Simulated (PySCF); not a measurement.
**C₃H₇NSSi: NMR shifts at several levels of theory**

Aim: compute the NMR shifts of C₃H₇NSSi (`CN1[SiH2]CC1=S`) at several levels, and see how far they spread and what each costs.

The runs use PySCF 2.14.0, with density-fitted response routines of our own; the level of theory stands in each step. All values are computed, except where a source is named. Atoms are numbered from 0 throughout.

## Step 1: The molecule as given

13 atoms, charge 0, multiplicity 1; geometry from: PBE0-D3(BJ)/def2-SVP.

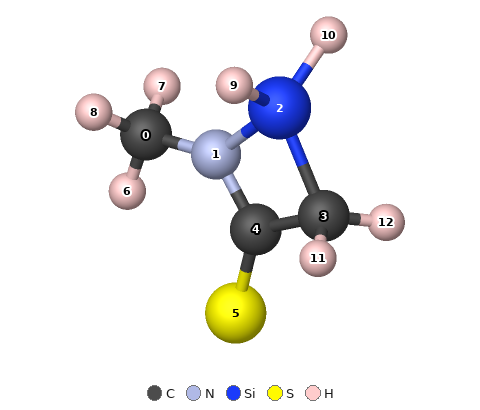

As it starts; carbon dark grey, nitrogen light blue, silicon blue, sulfur yellow, hydrogen pink, atoms numbered; sticks join atoms by distance.

## Step 2: Nuclear shieldings: HF/pcSseg-1

The job: settings as JSON, then the geometry in Å.

```
{"job": {"kind": "nmr", "xc": "HF", "basis": "pcSseg-1", "pop": false}, "charge": 0, "multiplicity": 1}
C      1.599839     0.792057     0.263227
N      0.241030     0.540564    -0.129974
Si    -0.944410    -0.785541    -0.143969
C     -1.891659     0.670762    -0.882854
C     -0.606113     1.470268    -0.668952
S     -0.317651     3.047137    -1.000471
H      1.800351     1.866967     0.136839
H      2.306182     0.221858    -0.361920
H      1.761027     0.513297     1.316196
H     -1.317325    -1.282020     1.212527
H     -0.573279    -1.941734    -1.010367
H     -2.738003     1.079389    -0.312460
H     -2.175546     0.619099    -1.943617
```

With the program's defaults for keys left out, this is: GIAO HF/pcSseg-1 NMR shielding, non-relativistic, gas phase.

Command:

```bash
> OMP_NUM_THREADS=1 python probes_run.py task.json out
```

This one command runs all jobs of the session in turn.

The program printed:

```text
final grid: 105896 points
cycle   1  E = -858.3880391257  dE =  1.254e+00  |g| = 5.922e-01  |ddm| = 3.258e+00
cycle   2  E = -858.4708984944  dE = -8.286e-02  |g| = 4.146e-01  |ddm| = 1.262e+00
cycle   3  E = -858.5155053842  dE = -4.461e-02  |g| = 8.160e-02  |ddm| = 5.487e-01
cycle   4  E = -858.5182397724  dE = -2.734e-03  |g| = 2.352e-02  |ddm| = 1.559e-01
cycle   5  E = -858.5184492787  dE = -2.095e-04  |g| = 6.157e-03  |ddm| = 4.524e-02
cycle   6  E = -858.5184816894  dE = -3.241e-05  |g| = 3.107e-03  |ddm| = 2.271e-02
cycle   7  E = -858.5184879857  dE = -6.296e-06  |g| = 1.110e-03  |ddm| = 9.882e-03
cycle   8  E = -858.5184890641  dE = -1.078e-06  |g| = 4.365e-04  |ddm| = 3.907e-03
cycle   9  E = -858.5184892277  dE = -1.636e-07  |g| = 1.406e-04  |ddm| = 1.320e-03
cycle  10  E = -858.5184892484  dE = -2.071e-08  |g| = 5.032e-05  |ddm| = 4.860e-04
cycle  11  E = -858.5184892509  dE = -2.575e-09  |g| = 1.614e-05  |ddm| = 2.110e-04
cycle  12  E = -858.5184892512  dE = -2.551e-10  |g| = 7.363e-06  |ddm| = 5.722e-05
converged SCF energy = -858.5184892512

GIAO shielding tensors (ppm)
atom      isotropic    diamagn.    paramagn.     s11        s22        s33       span
  0 C      162.203     240.771     -78.568    140.385    157.778    188.445     48.060
  1 N       97.575     333.635    -236.060    -54.274    153.760    193.240    247.514
  2 Si     406.825     876.742    -469.917    380.942    394.656    444.878     63.936
  3 C      162.583     258.218     -95.636    142.230    145.884    199.635     57.405
  4 C      -50.883     254.604    -305.486   -236.782    -24.036    108.171    344.953
  5 S      267.157    1055.217    -788.060    -62.634    172.713    691.391    754.025
  6 H       27.111      28.386      -1.274     21.699     28.951     30.685      8.986
  7 H       29.256      28.894       0.363     24.067     27.123     36.579     12.512
  8 H       29.285      29.121       0.164     24.017     27.423     36.416     12.400
  9 H       26.921      29.456      -2.535     24.344     24.636     31.783      7.439
 10 H       26.900      29.406      -2.506     24.252     24.636     31.811      7.559
 11 H       29.365      30.492      -1.126     25.876     27.710     34.511      8.634
 12 H       29.352      30.443      -1.091     25.867     27.665     34.526      8.659
```

Run time: 7.9 s. Hardware: 1 thread of Arm Neoverse V1, shared host; peak memory 0.87 GiB.

Shifts follow as δ = σ(reference) − σ, with reference shieldings (ppm) from runs at the same level and on the same kind of geometry: ¹H TMS 31.69, ¹³C TMS 190.8, ²⁹Si TMS 393.4, ¹⁵N NH3 265.7, ³³S CS2 514. The references are single molecules in the gas phase, so shifts against H2O, NH3, PH3, H3PO4 or CFCl3 are not on the usual liquid scales and can be off by tens of ppm. Atoms listed in one row are averaged.

| atoms | environment | σ (ppm) | δ (ppm) |
| --- | --- | --- | --- |
| C4 | thiocarbonyl carbon | -50.9 | 241.7 |
| C0 | methyl carbon bonded to N | 162.2 | 28.6 |
| C3 | sp3 CH2 bonded to Si | 162.6 | 28.3 |
| H9, H10 | hydrogen on a silicon bonded to C, N, in a 4-membered ring | 26.91 | 4.78 |
| H6, H7, H8 | hydrogen on a methyl carbon bonded to N | 28.55 | 3.13 |
| H11, H12 | hydrogen on an sp3 CH2 bonded to Si | 29.36 | 2.33 |
| N1 | thioamide-type nitrogen | 97.6 | 168.1 |
| Si2 | silicon bonded to C, N, 2 H, in a 4-membered ring | 406.8 | -13.4 |
| S5 | thione sulfur | 267 | 246 |

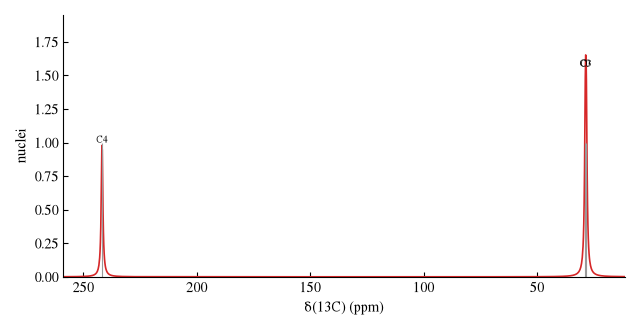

¹³C lines at the computed shifts, without couplings. Lines are broadened to a width of 0.85 ppm (Lorentzian).

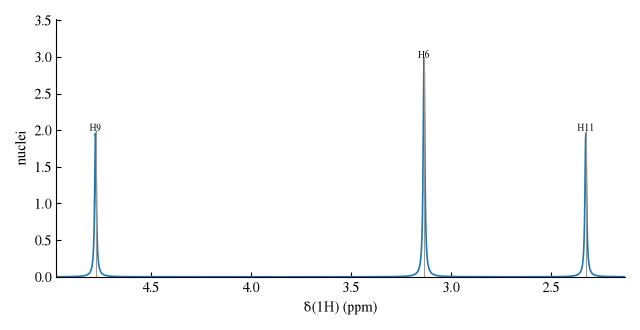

¹H lines at the computed shifts, without couplings. Lines are broadened to a width of 0.01 ppm (Lorentzian).

Ring of atoms N1, Si2, C3, C4: NICS(0) -1.8, NICS(1) -3.5, NICS(1)zz -0.2 ppm (means of both faces). The ring holds saturated atoms, so no π current runs round it: these values come from its σ bonds, any local π bonds and neighbouring rings, and say nothing of aromaticity.

## Step 3: NMR shieldings: LDA/pcSseg-1

The job, as its differences from that of step 2:

```diff
@@ -1,2 +1,2 @@
-{"job": {"kind": "nmr", "xc": "HF", "basis": "pcSseg-1", "pop": false}, "charge": 0, "multiplicity": 1}
+{"job": {"kind": "nmr", "xc": "LDA", "basis": "pcSseg-1", "pop": false}, "charge": 0, "multiplicity": 1}
 C      1.599839     0.792057     0.263227
```

Level: GIAO LDA/pcSseg-1 NMR shielding, non-relativistic, gas phase.

The program printed:

```text
coarse grid: 11912 points
cycle   1  E = -856.7582585349  dE =  5.858e-01  |g| = 5.233e-01  |ddm| = 3.455e+00
cycle   2  E = -856.4778192119  dE =  2.804e-01  |g| = 1.045e+00  |ddm| = 2.211e+00
cycle   3  E = -856.7982447225  dE = -3.204e-01  |g| = 3.639e-01  |ddm| = 1.979e+00
cycle   4  E = -856.8344363039  dE = -3.619e-02  |g| = 1.303e-01  |ddm| = 5.731e-01
cycle   5  E = -856.8383018661  dE = -3.866e-03  |g| = 4.565e-02  |ddm| = 1.566e-01
cycle   6  E = -856.8387889913  dE = -4.871e-04  |g| = 1.458e-02  |ddm| = 5.898e-02
cycle   7  E = -856.8388324183  dE = -4.343e-05  |g| = 7.233e-03  |ddm| = 1.981e-02
cycle   8  E = -856.8388449057  dE = -1.249e-05  |g| = 1.163e-03  |ddm| = 6.771e-03
cycle   9  E = -856.8388452264  dE = -3.207e-07  |g| = 3.305e-04  |ddm| = 1.734e-03
final grid: 105896 points
cycle  10  E = -856.8825675713  dE = -2.711e-05  |g| = 3.129e-03  |ddm| = 2.095e-02
cycle  11  E = -856.8825649995  dE =  2.572e-06  |g| = 4.430e-03  |ddm| = 7.024e-03
cycle  12  E = -856.8825699593  dE = -4.960e-06  |g| = 4.919e-04  |ddm| = 4.313e-03
cycle  13  E = -856.8825700043  dE = -4.507e-08  |g| = 2.660e-04  |ddm| = 6.562e-04
cycle  14  E = -856.8825700150  dE = -1.068e-08  |g| = 1.362e-04  |ddm| = 3.312e-04
cycle  15  E = -856.8825700197  dE = -4.650e-09  |g| = 3.968e-05  |ddm| = 1.924e-04
cycle  16  E = -856.8825700201  dE = -4.272e-10  |g| = 1.040e-05  |ddm| = 5.305e-05
converged SCF energy = -856.8825700201

GIAO shielding tensors (ppm)
atom      isotropic    diamagn.    paramagn.     s11        s22        s33       span
  0 C      150.752     246.387     -95.635    119.369    149.477    183.411     64.041
  1 N       67.333     328.405    -261.072    -67.362    111.422    157.939    225.301
  2 Si     332.217     881.762    -549.545    287.470    318.181    391.001    103.531
  3 C      148.440     257.829    -109.389    127.915    128.859    188.546     60.630
  4 C      -28.571     257.120    -285.691   -180.918     19.844     75.361    256.279
  5 S      125.599    1056.495    -930.896   -238.519     53.381    561.934    800.452
  6 H       26.015      28.422      -2.406     20.954     27.778     29.315      8.361
  7 H       28.401      28.634      -0.234     23.242     26.399     35.561     12.319
  8 H       28.387      28.953      -0.566     23.229     26.681     35.251     12.023
  9 H       25.278      28.698      -3.421     22.883     23.114     29.835      6.952
 10 H       25.240      28.647      -3.408     22.754     23.115     29.850      7.096
 11 H       28.360      29.549      -1.189     25.175     26.864     33.042      7.867
 12 H       28.348      29.480      -1.132     25.159     26.809     33.075      7.916
```

Wall time 19 s (1 thread of Arm Neoverse V1, shared host); peak memory 0.78 GiB.

This run: δ C4 209.3, C3 32.3, C0 30.0, N1 204.6, H9 5.57, H6 3.23 ppm (means over like atoms).

## Step 4: NMR shieldings: PBE/pcSseg-1

The job, as its differences from that of step 3:

```diff
@@ -1,2 +1,2 @@
-{"job": {"kind": "nmr", "xc": "LDA", "basis": "pcSseg-1", "pop": false}, "charge": 0, "multiplicity": 1}
+{"job": {"kind": "nmr", "xc": "PBE", "basis": "pcSseg-1", "pop": false}, "charge": 0, "multiplicity": 1}
 C      1.599839     0.792057     0.263227
```

Level: GIAO PBE/pcSseg-1 NMR shielding, non-relativistic, gas phase.

The program printed:

```text
coarse grid: 11912 points
cycle   1  E = -860.2651702532  dE =  5.936e-01  |g| = 5.034e-01  |ddm| = 3.446e+00
cycle   2  E = -860.0121685818  dE =  2.530e-01  |g| = 9.948e-01  |ddm| = 2.122e+00
cycle   3  E = -860.3038926924  dE = -2.917e-01  |g| = 3.479e-01  |ddm| = 1.877e+00
cycle   4  E = -860.3376464115  dE = -3.375e-02  |g| = 1.175e-01  |ddm| = 5.393e-01
cycle   5  E = -860.3408035731  dE = -3.157e-03  |g| = 4.177e-02  |ddm| = 1.419e-01
cycle   6  E = -860.3412090188  dE = -4.054e-04  |g| = 1.415e-02  |ddm| = 5.404e-02
cycle   7  E = -860.3412517471  dE = -4.273e-05  |g| = 6.504e-03  |ddm| = 1.880e-02
cycle   8  E = -860.3412621026  dE = -1.036e-05  |g| = 9.059e-04  |ddm| = 6.172e-03
cycle   9  E = -860.3412622935  dE = -1.909e-07  |g| = 2.782e-04  |ddm| = 1.398e-03
final grid: 105896 points
cycle  10  E = -860.3898222715  dE =  6.395e-06  |g| = 1.510e-02  |ddm| = 3.133e-02
cycle  11  E = -860.3893581596  dE =  4.641e-04  |g| = 4.262e-02  |ddm| = 6.144e-02
cycle  12  E = -860.3898702365  dE = -5.121e-04  |g| = 6.700e-03  |ddm| = 5.434e-02
cycle  13  E = -860.3898821920  dE = -1.196e-05  |g| = 9.540e-04  |ddm| = 6.794e-03
cycle  14  E = -860.3898824168  dE = -2.248e-07  |g| = 4.577e-04  |ddm| = 1.505e-03
cycle  15  E = -860.3898824660  dE = -4.922e-08  |g| = 6.120e-05  |ddm| = 3.995e-04
cycle  16  E = -860.3898824667  dE = -6.810e-10  |g| = 2.799e-05  |ddm| = 7.725e-05
converged SCF energy = -860.3898824667

GIAO shielding tensors (ppm)
atom      isotropic    diamagn.    paramagn.     s11        s22        s33       span
  0 C      149.545     245.485     -95.940    119.874    148.154    180.608     60.734
  1 N       69.073     328.598    -259.526    -62.141    111.565    157.793    219.934
  2 Si     350.286     881.381    -531.095    311.603    334.699    404.556     92.953
  3 C      148.679     257.463    -108.784    128.535    130.709    186.794     58.259
  4 C      -24.063     256.948    -281.011   -173.488     24.009     77.290    250.777
  5 S      157.160    1056.747    -899.587   -186.440     83.212    574.706    761.146
  6 H       26.431      28.636      -2.205     21.470     28.211     29.611      8.141
  7 H       28.771      29.063      -0.291     23.799     26.848     35.667     11.868
  8 H       28.772      29.409      -0.637     23.797     27.131     35.388     11.591
  9 H       25.845      29.284      -3.439     23.471     23.715     30.348      6.876
 10 H       25.806      29.225      -3.419     23.343     23.714     30.360      7.018
 11 H       28.783      30.003      -1.220     25.744     27.339     33.266      7.522
 12 H       28.771      29.930      -1.159     25.731     27.285     33.298      7.568
```

It took 23 s on 1 thread of Arm Neoverse V1, shared host; peak memory 0.73 GiB.

Key values: δ C4 204.1, C3 31.4, C0 30.5, N1 196.0, H9 5.37, H6 3.21 ppm (means over like atoms).

## Step 5: NMR shieldings: BLYP/pcSseg-1

The job, as its differences from that of step 4:

```diff
@@ -1,2 +1,2 @@
-{"job": {"kind": "nmr", "xc": "PBE", "basis": "pcSseg-1", "pop": false}, "charge": 0, "multiplicity": 1}
+{"job": {"kind": "nmr", "xc": "BLYP", "basis": "pcSseg-1", "pop": false}, "charge": 0, "multiplicity": 1}
 C      1.599839     0.792057     0.263227
```

Method: GIAO BLYP/pcSseg-1 NMR shielding, non-relativistic, gas phase.

The program printed:

```text
coarse grid: 11912 points
cycle   1  E = -860.7118458113  dE =  5.938e-01  |g| = 5.444e-01  |ddm| = 3.428e+00
cycle   2  E = -860.4218531154  dE =  2.900e-01  |g| = 1.067e+00  |ddm| = 2.289e+00
cycle   3  E = -860.7581576273  dE = -3.363e-01  |g| = 3.582e-01  |ddm| = 2.035e+00
cycle   4  E = -860.7933984230  dE = -3.524e-02  |g| = 1.375e-01  |ddm| = 5.731e-01
cycle   5  E = -860.7977974813  dE = -4.399e-03  |g| = 4.688e-02  |ddm| = 1.676e-01
cycle   6  E = -860.7982930874  dE = -4.956e-04  |g| = 1.597e-02  |ddm| = 5.856e-02
cycle   7  E = -860.7983478467  dE = -5.476e-05  |g| = 7.317e-03  |ddm| = 2.112e-02
cycle   8  E = -860.7983609224  dE = -1.308e-05  |g| = 1.023e-03  |ddm| = 6.898e-03
cycle   9  E = -860.7983611648  dE = -2.424e-07  |g| = 3.298e-04  |ddm| = 1.598e-03
final grid: 105896 points
cycle  10  E = -860.8499558252  dE = -2.201e-05  |g| = 7.712e-03  |ddm| = 2.545e-02
cycle  11  E = -860.8498905262  dE =  6.530e-05  |g| = 1.702e-02  |ddm| = 2.365e-02
cycle  12  E = -860.8499632047  dE = -7.268e-05  |g| = 5.268e-03  |ddm| = 2.249e-02
cycle  13  E = -860.8499710173  dE = -7.813e-06  |g| = 4.848e-04  |ddm| = 6.145e-03
cycle  14  E = -860.8499710732  dE = -5.590e-08  |g| = 1.834e-04  |ddm| = 7.021e-04
cycle  15  E = -860.8499710804  dE = -7.196e-09  |g| = 7.754e-05  |ddm| = 2.150e-04
cycle  16  E = -860.8499710817  dE = -1.300e-09  |g| = 1.995e-05  |ddm| = 7.864e-05
cycle  17  E = -860.8499710818  dE = -1.012e-10  |g| = 6.977e-06  |ddm| = 2.424e-05
converged SCF energy = -860.8499710818

GIAO shielding tensors (ppm)
atom      isotropic    diamagn.    paramagn.     s11        s22        s33       span
  0 C      144.812     244.701     -99.889    115.428    143.213    175.796     60.367
  1 N       63.832     328.312    -264.480    -68.492    106.381    153.608    222.100
  2 Si     343.043     881.113    -538.069    306.138    327.010    395.982     89.844
  3 C      143.467     256.747    -113.280    122.264    126.192    181.944     59.680
  4 C      -33.345     256.311    -289.656   -187.999     16.486     71.480    259.479
  5 S      133.711    1057.084    -923.373   -215.065     61.254    554.946    770.011
  6 H       26.602      28.787      -2.185     21.743     28.409     29.653      7.910
  7 H       28.925      29.320      -0.394     24.066     27.088     35.622     11.556
  8 H       28.930      29.689      -0.759     24.073     27.368     35.347     11.275
  9 H       26.143      29.663      -3.520     23.791     24.023     30.615      6.824
 10 H       26.101      29.595      -3.495     23.662     24.018     30.623      6.961
 11 H       29.016      30.049      -1.033     26.127     27.701     33.220      7.093
 12 H       29.005      29.962      -0.957     26.114     27.646     33.255      7.142
```

It took 26 s on 1 thread of Arm Neoverse V1, shared host; peak memory 0.79 GiB.

In short: δ C4 208.7, C3 31.8, C0 30.5, N1 198.7, H9 5.24, H6 3.21 ppm (means over like atoms).

## Step 6: Shielding tensors: BP86/pcSseg-1

The job, as its differences from that of step 5:

```diff
@@ -1,2 +1,2 @@
-{"job": {"kind": "nmr", "xc": "BLYP", "basis": "pcSseg-1", "pop": false}, "charge": 0, "multiplicity": 1}
+{"job": {"kind": "nmr", "xc": "BP86", "basis": "pcSseg-1", "pop": false}, "charge": 0, "multiplicity": 1}
 C      1.599839     0.792057     0.263227
```

Method: GIAO BP86/pcSseg-1 NMR shielding, non-relativistic, gas phase.

The program printed:

```text
coarse grid: 11912 points
cycle   1  E = -860.8794108275  dE =  5.943e-01  |g| = 5.014e-01  |ddm| = 3.437e+00
cycle   2  E = -860.6212546495  dE =  2.582e-01  |g| = 1.004e+00  |ddm| = 2.103e+00
cycle   3  E = -860.9167298832  dE = -2.955e-01  |g| = 3.532e-01  |ddm| = 1.864e+00
cycle   4  E = -860.9514668142  dE = -3.474e-02  |g| = 1.137e-01  |ddm| = 5.343e-01
cycle   5  E = -860.9543717120  dE = -2.905e-03  |g| = 4.223e-02  |ddm| = 1.381e-01
cycle   6  E = -860.9547771108  dE = -4.054e-04  |g| = 1.456e-02  |ddm| = 5.263e-02
cycle   7  E = -860.9548250247  dE = -4.791e-05  |g| = 6.150e-03  |ddm| = 1.934e-02
cycle   8  E = -860.9548342947  dE = -9.270e-06  |g| = 8.622e-04  |ddm| = 5.932e-03
final grid: 105896 points
cycle   9  E = -861.0039201081  dE = -2.994e-05  |g| = 4.961e-03  |ddm| = 2.567e-02
cycle  10  E = -861.0038940864  dE =  2.602e-05  |g| = 1.079e-02  |ddm| = 1.469e-02
cycle  11  E = -861.0039231353  dE = -2.905e-05  |g| = 3.248e-03  |ddm| = 1.398e-02
cycle  12  E = -861.0039260038  dE = -2.868e-06  |g| = 4.175e-04  |ddm| = 3.764e-03
cycle  13  E = -861.0039260560  dE = -5.215e-08  |g| = 2.278e-04  |ddm| = 4.166e-04
cycle  14  E = -861.0039260405  dE =  1.550e-08  |g| = 5.744e-05  |ddm| = 2.172e-04
cycle  15  E = -861.0039260414  dE = -9.234e-10  |g| = 1.813e-05  |ddm| = 9.423e-05
converged SCF energy = -861.0039260414

GIAO shielding tensors (ppm)
atom      isotropic    diamagn.    paramagn.     s11        s22        s33       span
  0 C      148.769     245.689     -96.920    119.427    147.346    179.534     60.107
  1 N       68.790     328.827    -260.038    -62.550    111.606    157.314    219.864
  2 Si     348.788     881.372    -532.584    310.719    333.154    402.490     91.771
  3 C      147.994     257.853    -109.860    127.610    130.347    186.023     58.413
  4 C      -25.324     257.019    -282.343   -174.889     22.562     76.355    251.243
  5 S      156.591    1056.884    -900.292   -186.612     83.945    572.440    759.052
  6 H       26.494      28.704      -2.210     21.574     28.272     29.636      8.063
  7 H       28.824      29.120      -0.296     23.871     26.909     35.692     11.821
  8 H       28.825      29.463      -0.639     23.865     27.192     35.417     11.552
  9 H       25.929      29.373      -3.444     23.552     23.797     30.438      6.886
 10 H       25.891      29.313      -3.423     23.427     23.794     30.451      7.024
 11 H       28.848      30.032      -1.184     25.826     27.414     33.303      7.476
 12 H       28.836      29.957      -1.121     25.814     27.361     33.333      7.519
```

Wall time 23 s (1 thread of Arm Neoverse V1, shared host); peak memory 0.79 GiB.

This run: δ C4 205.1, C3 31.8, C0 31.0, N1 194.3, H9 5.36, H6 3.22 ppm (means over like atoms).

## Step 7: Shielding tensors: OPBE/pcSseg-1

The job, as its differences from that of step 6:

```diff
@@ -1,2 +1,2 @@
-{"job": {"kind": "nmr", "xc": "BP86", "basis": "pcSseg-1", "pop": false}, "charge": 0, "multiplicity": 1}
+{"job": {"kind": "nmr", "xc": "OPBE", "basis": "pcSseg-1", "pop": false}, "charge": 0, "multiplicity": 1}
 C      1.599839     0.792057     0.263227
```

With the program's defaults for keys left out, this is: GIAO OPBE/pcSseg-1 NMR shielding, non-relativistic, gas phase.

The program printed:

```text
coarse grid: 11912 points
cycle   1  E = -860.6955381158  dE =  5.770e-01  |g| = 4.550e-01  |ddm| = 3.483e+00
cycle   2  E = -860.4537730198  dE =  2.418e-01  |g| = 9.522e-01  |ddm| = 2.038e+00
cycle   3  E = -860.7270869726  dE = -2.733e-01  |g| = 3.389e-01  |ddm| = 1.783e+00
cycle   4  E = -860.7602437941  dE = -3.316e-02  |g| = 9.083e-02  |ddm| = 4.978e-01
cycle   5  E = -860.7620013417  dE = -1.758e-03  |g| = 3.873e-02  |ddm| = 1.145e-01
cycle   6  E = -860.7623595719  dE = -3.582e-04  |g| = 1.286e-02  |ddm| = 4.880e-02
cycle   7  E = -860.7623975935  dE = -3.802e-05  |g| = 5.155e-03  |ddm| = 1.693e-02
cycle   8  E = -860.7624040820  dE = -6.489e-06  |g| = 8.488e-04  |ddm| = 5.053e-03
final grid: 105896 points
cycle   9  E = -860.7878525813  dE = -9.573e-05  |g| = 1.821e-02  |ddm| = 5.283e-02
cycle  10  E = -860.7871700998  dE =  6.825e-04  |g| = 4.985e-02  |ddm| = 8.391e-02
cycle  11  E = -860.7879321786  dE = -7.621e-04  |g| = 7.877e-03  |ddm| = 6.835e-02
cycle  12  E = -860.7879460769  dE = -1.390e-05  |g| = 2.061e-03  |ddm| = 8.356e-03
cycle  13  E = -860.7879467940  dE = -7.172e-07  |g| = 9.307e-04  |ddm| = 2.462e-03
cycle  14  E = -860.7879470027  dE = -2.087e-07  |g| = 1.472e-04  |ddm| = 8.817e-04
cycle  15  E = -860.7879470094  dE = -6.706e-09  |g| = 3.326e-05  |ddm| = 2.552e-04
cycle  16  E = -860.7879470097  dE = -2.433e-10  |g| = 1.067e-05  |ddm| = 4.588e-05
converged SCF energy = -860.7879470097

GIAO shielding tensors (ppm)
atom      isotropic    diamagn.    paramagn.     s11        s22        s33       span
  0 C      154.652     245.613     -90.961    126.311    153.085    184.560     58.249
  1 N       78.614     329.797    -251.183    -48.147    120.683    163.308    211.455
  2 Si     372.627     881.632    -509.006    335.082    358.467    424.331     89.249
  3 C      155.162     258.024    -102.861    136.978    137.885    190.625     53.647
  4 C       -8.226     257.544    -265.770   -149.326     38.016     86.630    235.956
  5 S      195.969    1057.055    -861.086   -137.891    116.095    609.702    747.593
  6 H       26.487      28.441      -1.954     21.436     28.229     29.796      8.360
  7 H       28.802      28.987      -0.185     23.846     26.836     35.725     11.878
  8 H       28.814      29.330      -0.516     23.843     27.123     35.476     11.633
  9 H       25.914      29.233      -3.319     23.559     23.800     30.382      6.823
 10 H       25.879      29.172      -3.293     23.437     23.800     30.400      6.963
 11 H       28.770      30.155      -1.385     25.677     27.175     33.460      7.783
 12 H       28.759      30.095      -1.336     25.667     27.124     33.486      7.820
```

Wall time 26 s (1 thread of Arm Neoverse V1, shared host); peak memory 0.73 GiB.

In short: δ C4 193.4, C0 30.5, C3 30.0, N1 185.5, H9 5.33, H6 3.19 ppm (means over like atoms).

(Part 1 of 2 ends here.)
